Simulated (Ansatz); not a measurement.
# Fields on a plane of SnS2 (CdI2 type)

```xyz
3
Lattice="3.6695 0.0000 0.0000 -1.8347 3.1778 0.0000 0.0000 0.0000 5.8076" Properties=species:S:1:pos:R:3 pbc="T T T"
Sn     0.0000     0.0000     0.0000
S      0.0000     2.1186     1.4783
S      1.8347     1.0593     4.3293
```

The slice is a (0001) plane (indices of the conventional cell) through the point (0.667, 0.333, 0.746) (fractional), spanned by u = [110] and v = [1 -1 0] in vectors of this cell: u (3.67 Å) and v (6.36 Å, at 90° to u). It covers one period; positions are fractions (u, v).

Atoms on it: S at (0.00, 0.00); S at (0.50, 0.50).

Method: PBE-D3(BJ) (plane waves to 420 eV, PAW, scalar-relativistic; Ansatz, a first-principles code). k mesh 10×10×6. These are valence fields of a PAW run, semicore shells included where kept as valence: close to a nucleus they are smooth pseudo fields. SnS2 was relaxed with its symmetry unable to fall. The PAW data are Ansatz's earlier set.

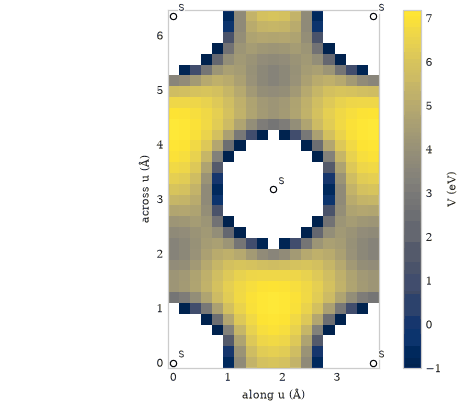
*Electrostatic potential energy of an electron, from the cell's mean, in eV, one period of the plane, atoms marked. Points within 1 Å of a nucleus are left white, as the pseudised field means little there. Values under -1 eV are set to -1. The zero, the cell's mean, hangs on the PAW cores.*

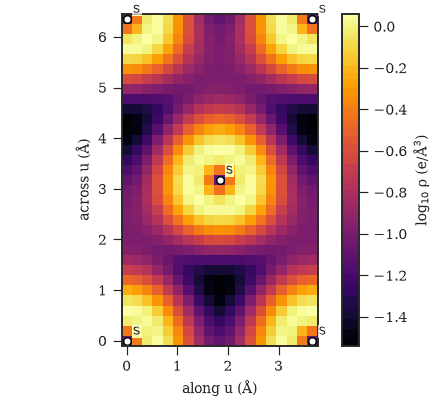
Fig. 1. Log₁₀ of the valence density in e/Å³, one period of the plane, atoms marked. The scale is logarithmic, as a density can span decades between atoms and voids.
